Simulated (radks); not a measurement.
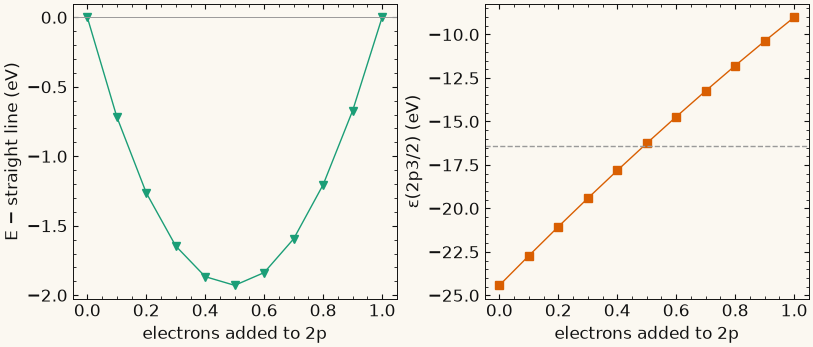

Computed with the in-house radial solver radks: Dirac Kohn-Sham, PBE, spin-unpolarised, spherical densities, finite nucleus. The occupation of the 2p shell is varied from O⁺ ([He] 2s2 2p3 (2p1/2: 2, 2p3/2: 1)) to O ([He] 2s2 2p4 (2p1/2: 2, 2p3/2: 2)), with spherical fractional occupations. The plot shows the total energy less the straight line between the end points, and the eigenvalue of 2p3/2 (the dashed line is minus the energy to take the whole electron out).

> What does the shape say about the method?

The curve is convex (below the straight line), with the largest deviation among the points computed, −1.93 eV, at 0.5. The end points differ by 16.4 eV, the energy to take the electron out. The eigenvalue, which is the slope of the energy (Janak's theorem), moves from −24.4 eV at 0 to −9.01 eV at 1; for a straight line it would stay constant, and a parabola would sag by an eighth of this change, scaled to a whole electron, 1.93 eV. Convexity is the mark of the delocalisation error, which puts fractional charges too low; for p, d and f shells the spherical spreading of the fraction adds to it.
